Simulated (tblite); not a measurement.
**Geometry relaxation, with input and output: C₂H₈O₃Si₂ (part 4 of 4)**

The same run, continued: C₂H₈O₃Si₂, SMILES O=C(CO[SiH3])[SiH2]O; GFN2-xTB geometry optimisation, gas phase (tblite 0.8.0). It belongs to a series of runs on one base structure; here: constitutional isomer.

Geometry of the input (Å):
```
O  0.9147  2.1241  -0.1981
C  0.9146  0.9054  -0.0829
C  -0.3570  0.1138  -0.1480
O  -1.4695  0.9304  -0.3743
Si -2.9551  0.0839  -0.4557
Si 2.5080  -0.0160  0.2095
O  2.3506  -1.6815  -0.1557
H  -0.2415  -0.4949  -1.0870
H  -0.4392  -0.5620  0.7143
H  -2.8192  -1.3475  -0.5953
H  -3.6275  0.5897  -1.6969
H  -3.8841  0.4394  0.6404
H  3.4525  0.5448  -0.7498
H  3.0165  0.2092  1.5575
H  2.6316  -1.8310  -1.1055
```

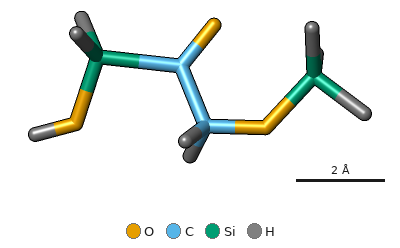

The geometry at step 188 of the log (stick view, seen at an oblique angle).

Trajectory as extended XYZ, continued:
```
15
Properties=species:S:1:pos:R:3:forces:R:3 step=160 energy=-655.84036
O    -0.3167    1.2881    0.3910   -0.0180  -0.0060  -0.0200
C     0.3444    0.3699   -0.0366   -0.0130   0.0080  -0.0050
C    -0.3222   -0.7598   -0.7746   -0.0010   0.0060  -0.0050
O    -1.6874   -0.6517   -0.8565   -0.0110  -0.0040  -0.0110
Si   -2.6855    0.5268   -0.3205    0.0090  -0.0020   0.0150
Si    2.2441    0.3247    0.1536    0.0100   0.0110   0.0040
O     2.5591   -1.2654    0.0724   -0.0140   0.0060  -0.0220
H     0.1192   -0.7922   -1.7834   -0.0120   0.0030   0.0010
H    -0.0458   -1.6985   -0.2757    0.0050  -0.0150   0.0310
H    -3.9052   -0.1313   -0.7955    0.0020   0.0160  -0.0040
H    -2.5059    1.8089   -0.9983    0.0060  -0.0020  -0.0020
H    -2.7349    0.6660    1.1329   -0.0030  -0.0090   0.0020
H     2.8536    1.0493   -0.9609    0.0130   0.0020  -0.0020
H     2.6369    0.8993    1.4339    0.0000  -0.0050   0.0130
H     3.4418   -1.6261    0.0907    0.0270  -0.0080   0.0050
15
Properties=species:S:1:pos:R:3:forces:R:3 step=164 energy=-655.84121
O    -0.3205    1.2917    0.3796    0.0120  -0.0030   0.0010
C     0.3407    0.3704   -0.0409    0.0090  -0.0090  -0.0150
C    -0.3276   -0.7635   -0.7710    0.0100  -0.0100   0.0110
O    -1.6913   -0.6493   -0.8652   -0.0130  -0.0020   0.0150
Si   -2.6856    0.5282   -0.3190    0.0140  -0.0040  -0.0080
Si    2.2432    0.3233    0.1493   -0.0230   0.0100   0.0100
O     2.5682   -1.2655    0.0615   -0.0150   0.0280  -0.0110
H     0.1187   -0.8055   -1.7765    0.0060  -0.0240  -0.0060
H    -0.0590   -1.6978   -0.2571    0.0040   0.0060  -0.0050
H    -3.9065   -0.1210   -0.8053    0.0110   0.0270   0.0080
H    -2.4917    1.8141   -0.9849   -0.0200   0.0060  -0.0080
H    -2.7333    0.6546    1.1357   -0.0080  -0.0110   0.0010
H     2.8573    1.0514   -0.9608    0.0030   0.0040   0.0050
H     2.6282    0.8932    1.4348    0.0020  -0.0080   0.0020
H     3.4548   -1.6164    0.0923    0.0080  -0.0100   0.0000
15
Properties=species:S:1:pos:R:3:forces:R:3 step=168 energy=-655.84198
O    -0.3163    1.2945    0.3702   -0.0150  -0.0170  -0.0160
C     0.3410    0.3689   -0.0475    0.0000   0.0010  -0.0010
C    -0.3298   -0.7695   -0.7673   -0.0090   0.0020  -0.0190
O    -1.6929   -0.6475   -0.8716    0.0150  -0.0080   0.0040
Si   -2.6823    0.5311   -0.3200    0.0080   0.0190   0.0110
Si    2.2411    0.3284    0.1457    0.0350  -0.0100  -0.0110
O     2.5731   -1.2580    0.0476    0.0190  -0.0160   0.0020
H     0.1217   -0.8291   -1.7699   -0.0010  -0.0150   0.0030
H    -0.0705   -1.6995   -0.2413    0.0080   0.0060   0.0090
H    -3.9091   -0.1039   -0.8068    0.0010   0.0040  -0.0040
H    -2.4920    1.8220   -0.9784   -0.0100  -0.0050   0.0040
H    -2.7231    0.6358    1.1367   -0.0110   0.0070   0.0010
H     2.8599    1.0602   -0.9604   -0.0100   0.0090   0.0280
H     2.6166    0.8881    1.4385    0.0060   0.0010  -0.0030
H     3.4583   -1.6133    0.0969   -0.0360   0.0220  -0.0080
15
Properties=species:S:1:pos:R:3:forces:R:3 step=172 energy=-655.84270
O    -0.3176    1.2933    0.3559    0.0080  -0.0030   0.0010
C     0.3426    0.3670   -0.0559   -0.0130   0.0050   0.0030
C    -0.3313   -0.7768   -0.7641    0.0040  -0.0080   0.0090
O    -1.6929   -0.6472   -0.8714   -0.0010   0.0050  -0.0030
Si   -2.6775    0.5361   -0.3185   -0.0120  -0.0090  -0.0140
Si    2.2427    0.3283    0.1440   -0.0310   0.0050   0.0160
O     2.5781   -1.2563    0.0397    0.0270  -0.0200  -0.0030
H     0.1213   -0.8578   -1.7639    0.0030  -0.0090  -0.0060
H    -0.0766   -1.6974   -0.2193   -0.0010  -0.0090   0.0000
H    -3.9047   -0.0889   -0.8196    0.0070   0.0000   0.0070
H    -2.4906    1.8310   -0.9693    0.0030  -0.0030   0.0050
H    -2.7293    0.6270    1.1389    0.0030   0.0140  -0.0010
H     2.8563    1.0727   -0.9531    0.0200   0.0220  -0.0090
H     2.6096    0.8827    1.4414    0.0110  -0.0010   0.0030
H     3.4655   -1.6058    0.0875   -0.0300   0.0080  -0.0080
15
Properties=species:S:1:pos:R:3:forces:R:3 step=176 energy=-655.84313
O    -0.3198    1.2977    0.3587   -0.0070   0.0120  -0.0020
C     0.3417    0.3724   -0.0525    0.0080  -0.0150   0.0010
C    -0.3292   -0.7804   -0.7486   -0.0050  -0.0040   0.0000
O    -1.6906   -0.6526   -0.8633   -0.0020  -0.0040  -0.0050
Si   -2.6789    0.5339   -0.3252    0.0040   0.0080  -0.0020
Si    2.2420    0.3335    0.1423    0.0160   0.0020  -0.0090
O     2.5707   -1.2524    0.0267   -0.0060   0.0080  -0.0030
H     0.1262   -0.8797   -1.7454    0.0050   0.0020  -0.0010
H    -0.0751   -1.6914   -0.1874   -0.0110  -0.0140   0.0020
H    -3.9035   -0.0853   -0.8367   -0.0040  -0.0160   0.0040
H    -2.4825    1.8263   -0.9776    0.0020   0.0050   0.0000
H    -2.7407    0.6301    1.1314    0.0010   0.0130  -0.0010
H     2.8638    1.0821   -0.9497   -0.0070   0.0050   0.0100
H     2.6159    0.8815    1.4405    0.0050  -0.0070   0.0060
H     3.4557   -1.6077    0.0593    0.0010   0.0040  -0.0010
15
Properties=species:S:1:pos:R:3:forces:R:3 step=180 energy=-655.84346
O    -0.3172    1.3040    0.3491    0.0080  -0.0130  -0.0070
C     0.3431    0.3733   -0.0527   -0.0020   0.0060  -0.0020
C    -0.3307   -0.7844   -0.7394    0.0140  -0.0020  -0.0040
O    -1.6903   -0.6510   -0.8630   -0.0130   0.0060  -0.0050
Si   -2.6810    0.5363   -0.3306    0.0000  -0.0150   0.0230
Si    2.2448    0.3348    0.1402   -0.0200   0.0040   0.0260
O     2.5707   -1.2510    0.0167   -0.0070   0.0150  -0.0090
H     0.1286   -0.8975   -1.7331    0.0070   0.0050   0.0050
H    -0.0846   -1.6913   -0.1676   -0.0070  -0.0040   0.0040
H    -3.9020   -0.0905   -0.8428    0.0010  -0.0010   0.0030
H    -2.4874    1.8315   -0.9769    0.0050   0.0030  -0.0130
H    -2.7456    0.6330    1.1265    0.0040   0.0130  -0.0080
H     2.8675    1.0909   -0.9449   -0.0050   0.0090  -0.0020
H     2.6225    0.8713    1.4433   -0.0040  -0.0070  -0.0090
H     3.4572   -1.6016    0.0478    0.0190  -0.0190  -0.0020
15
Properties=species:S:1:pos:R:3:forces:R:3 step=184 energy=-655.84388
O    -0.3197    1.3026    0.3483   -0.0010   0.0050   0.0010
C     0.3421    0.3703   -0.0465   -0.0010   0.0050   0.0030
C    -0.3306   -0.7923   -0.7258   -0.0050   0.0020   0.0030
O    -1.6892   -0.6538   -0.8592    0.0130  -0.0040  -0.0030
Si   -2.6778    0.5383   -0.3347   -0.0060   0.0090  -0.0120
Si    2.2436    0.3397    0.1407    0.0040   0.0000  -0.0090
O     2.5689   -1.2442   -0.0030   -0.0070   0.0010  -0.0020
H     0.1355   -0.9135   -1.7149    0.0020  -0.0100  -0.0040
H    -0.0938   -1.6959   -0.1443    0.0030   0.0100  -0.0070
H    -3.8947   -0.0905   -0.8544   -0.0080   0.0040   0.0130
H    -2.4808    1.8311   -0.9883    0.0040  -0.0170   0.0010
H    -2.7487    0.6445    1.1208    0.0000   0.0090   0.0000
H     2.8592    1.1105   -0.9398   -0.0140  -0.0040   0.0120
H     2.6300    0.8655    1.4447   -0.0060  -0.0070   0.0070
H     3.4515   -1.6044    0.0289    0.0220  -0.0020  -0.0030
15
Properties=species:S:1:pos:R:3:forces:R:3 step=188 energy=-655.84421
O    -0.3200    1.3035    0.3488   -0.0020   0.0010   0.0010
C     0.3421    0.3701   -0.0429   -0.0030  -0.0070  -0.0010
C    -0.3299   -0.7968   -0.7157   -0.0080   0.0060  -0.0020
O    -1.6878   -0.6570   -0.8535   -0.0190   0.0040   0.0060
Si   -2.6782    0.5389   -0.3394    0.0170  -0.0030   0.0000
Si    2.2435    0.3413    0.1391   -0.0010  -0.0130   0.0040
O     2.5726   -1.2400   -0.0245    0.0180  -0.0090   0.0040
H     0.1383   -0.9297   -1.7025    0.0000   0.0050   0.0020
H    -0.0961   -1.6959   -0.1265    0.0040   0.0050   0.0050
H    -3.8941   -0.0895   -0.8606   -0.0090   0.0000   0.0060
H    -2.4707    1.8275   -0.9954   -0.0030   0.0000  -0.0180
H    -2.7599    0.6599    1.1148    0.0080  -0.0040  -0.0040
H     2.8466    1.1267   -0.9363    0.0060   0.0060   0.0030
H     2.6339    0.8493    1.4490   -0.0050  -0.0010   0.0030
H     3.4554   -1.6001    0.0181   -0.0030   0.0090  -0.0110
15
Properties=species:S:1:pos:R:3:forces:R:3 step=193 energy=-655.84501
O    -0.3182    1.3276    0.3196    0.0050  -0.0060   0.0070
C     0.3408    0.3810   -0.0447    0.0130  -0.0020  -0.0120
C    -0.3310   -0.8000   -0.6902    0.0210  -0.0160  -0.0030
O    -1.6881   -0.6647   -0.8381    0.0420  -0.0140  -0.0090
Si   -2.6773    0.5417   -0.3503   -0.0340  -0.0040  -0.0030
Si    2.2426    0.3401    0.1413   -0.0060   0.0130   0.0070
O     2.5709   -1.2362   -0.0662    0.0320  -0.0150   0.0010
H     0.1482   -0.9605   -1.6680   -0.0380   0.0130  -0.0080
H    -0.0964   -1.6823   -0.0765   -0.0190  -0.0090   0.0130
H    -3.8935   -0.1053   -0.8500   -0.0040   0.0150   0.0000
H    -2.4748    1.8144   -1.0386   -0.0030  -0.0080  -0.0060
H    -2.7597    0.6876    1.1011    0.0170   0.0150   0.0060
H     2.8488    1.1597   -0.9073    0.0020  -0.0080   0.0120
H     2.6308    0.8056    1.4676   -0.0040   0.0030   0.0060
H     3.4525   -1.6007   -0.0273   -0.0240   0.0230  -0.0110
15
Properties=species:S:1:pos:R:3:forces:R:3 step=197 energy=-655.84619
O    -0.3149    1.3343    0.2996   -0.0040   0.0020  -0.0020
C     0.3409    0.3784   -0.0457    0.0010  -0.0050   0.0210
C    -0.3322   -0.8094   -0.6772   -0.0130   0.0040   0.0190
O    -1.6885   -0.6712   -0.8327   -0.0070   0.0080   0.0040
Si   -2.6770    0.5440   -0.3607    0.0150  -0.0100   0.0020
Si    2.2395    0.3366    0.1561    0.0100   0.0100   0.0030
O     2.5796   -1.2320   -0.0874   -0.0030   0.0040  -0.0040
H     0.1490   -0.9794   -1.6518   -0.0260  -0.0270   0.0010
H    -0.1073   -1.6829   -0.0461    0.0030   0.0020  -0.0330
H    -3.9041   -0.1069   -0.8240   -0.0020  -0.0070  -0.0210
H    -2.4754    1.7972   -1.0837   -0.0010  -0.0020  -0.0030
H    -2.7425    0.7250    1.0870    0.0080   0.0140   0.0180
H     2.8374    1.1827   -0.8746    0.0250   0.0070   0.0030
H     2.6247    0.7758    1.4930   -0.0140  -0.0030  -0.0070
H     3.4662   -1.5842   -0.0793    0.0090   0.0010   0.0010
15
Properties=species:S:1:pos:R:3:forces:R:3 step=201 energy=-655.84698
O    -0.3128    1.3455    0.2684    0.0110  -0.0140   0.0100
C     0.3404    0.3787   -0.0510    0.0090  -0.0180  -0.0230
C    -0.3370   -0.8192   -0.6596   -0.0060  -0.0090  -0.0160
O    -1.6909   -0.6742   -0.8290   -0.0060   0.0090   0.0360
Si   -2.6741    0.5484   -0.3658   -0.0110   0.0120  -0.0050
Si    2.2392    0.3369    0.1598   -0.0090  -0.0020  -0.0080
O     2.5908   -1.2238   -0.1164   -0.0180   0.0070  -0.0120
H     0.1437   -1.0221   -1.6279    0.0040   0.0110   0.0000
H    -0.1200   -1.6808   -0.0103   -0.0120  -0.0010   0.0040
H    -3.9033   -0.1055   -0.8224    0.0080  -0.0010  -0.0050
H    -2.4777    1.7949   -1.1042    0.0020  -0.0210   0.0100
H    -2.7333    0.7462    1.0815    0.0060   0.0070  -0.0100
H     2.8405    1.2120   -0.8437    0.0220   0.0050  -0.0010
H     2.6116    0.7440    1.5094   -0.0070   0.0070   0.0160
H     3.4785   -1.5731   -0.1163    0.0080   0.0090   0.0050
15
Properties=species:S:1:pos:R:3:forces:R:3 step=205 energy=-655.84913
O    -0.3054    1.3539    0.2206    0.0140  -0.0410  -0.0100
C     0.3406    0.3706   -0.0638   -0.0120   0.0230   0.0100
C    -0.3475   -0.8457   -0.6220   -0.0110   0.0310   0.0030
O    -1.7047   -0.7027   -0.7695   -0.0030   0.0040   0.0230
Si   -2.6739    0.5562   -0.3765    0.0270   0.0020  -0.0300
Si    2.2354    0.3370    0.1738    0.0540   0.0130  -0.0540
O     2.6162   -1.1938   -0.2109   -0.0130  -0.0080   0.0160
H     0.1200   -1.0792   -1.5892   -0.0100   0.0190  -0.0340
H    -0.1208   -1.6880    0.0468   -0.0090  -0.0200   0.0400
H    -3.9115   -0.1076   -0.7910   -0.0030  -0.0170  -0.0010
H    -2.4614    1.7473   -1.1955    0.0040   0.0050   0.0020
H    -2.7292    0.8541    1.0526    0.0040  -0.0080   0.0060
H     2.8593    1.2820   -0.7529   -0.0230  -0.0100   0.0350
H     2.5706    0.6585    1.5581   -0.0100  -0.0130  -0.0120
H     3.5077   -1.5346   -0.2082   -0.0110   0.0200   0.0070
15
Properties=species:S:1:pos:R:3:forces:R:3 step=209 energy=-655.85004
O    -0.3047    1.3522    0.2158    0.0090  -0.0140  -0.0060
C     0.3407    0.3679   -0.0654   -0.0050   0.0130   0.0110
C    -0.3507   -0.8514   -0.6124    0.0130   0.0010   0.0020
O    -1.7096   -0.7126   -0.7420    0.0070  -0.0060  -0.0060
Si   -2.6719    0.5598   -0.3799    0.0110  -0.0110   0.0010
Si    2.2359    0.3368    0.1716   -0.0030  -0.0030   0.0020
O     2.6181   -1.1895   -0.2287   -0.0060   0.0150   0.0020
H     0.1063   -1.0825   -1.5868   -0.0220   0.0120   0.0030
H    -0.1156   -1.6932    0.0555   -0.0010   0.0000   0.0100
H    -3.9090   -0.1093   -0.7898    0.0000   0.0010   0.0040
H    -2.4464    1.7345   -1.2180   -0.0030   0.0110  -0.0040
H    -2.7306    0.8798    1.0450   -0.0040  -0.0020  -0.0080
H     2.8573    1.3028   -0.7311   -0.0020   0.0000   0.0030
H     2.5632    0.6337    1.5638   -0.0050  -0.0070  -0.0150
H     3.5126   -1.5210   -0.2253    0.0100  -0.0100   0.0010
15
Properties=species:S:1:pos:R:3:forces:R:3 step=213 energy=-655.85031
O    -0.3029    1.3567    0.2083    0.0020  -0.0060  -0.0040
C     0.3412    0.3685   -0.0610   -0.0060  -0.0010   0.0000
C    -0.3519   -0.8578   -0.5904    0.0010   0.0000  -0.0010
O    -1.7116   -0.7229   -0.7165    0.0030   0.0040   0.0030
Si   -2.6707    0.5606   -0.3890   -0.0040   0.0020  -0.0020
Si    2.2368    0.3373    0.1719   -0.0040  -0.0020   0.0000
O     2.6232   -1.1785   -0.2622    0.0020   0.0050   0.0020
H     0.0976   -1.0967   -1.5658    0.0070  -0.0020   0.0030
H    -0.1133   -1.6923    0.0858    0.0000   0.0050  -0.0040
H    -3.9077   -0.1129   -0.7918   -0.0010   0.0010  -0.0010
H    -2.4374    1.7190   -1.2488    0.0010  -0.0030   0.0000
H    -2.7397    0.9114    1.0275    0.0010   0.0010   0.0050
H     2.8541    1.3262   -0.7080   -0.0010  -0.0020   0.0030
H     2.5611    0.6026    1.5708    0.0020  -0.0040  -0.0060
H     3.5167   -1.5132   -0.2584   -0.0030   0.0020   0.0000
```

Key numbers:

| quantity | value |
| --- | --- |
| outcome | converged |
| total energy | −655.8503 eV |
| hardware | 1 CPU thread, shared host |
| wall time | 2.5 s |
| peak memory | 0.18 GiB |
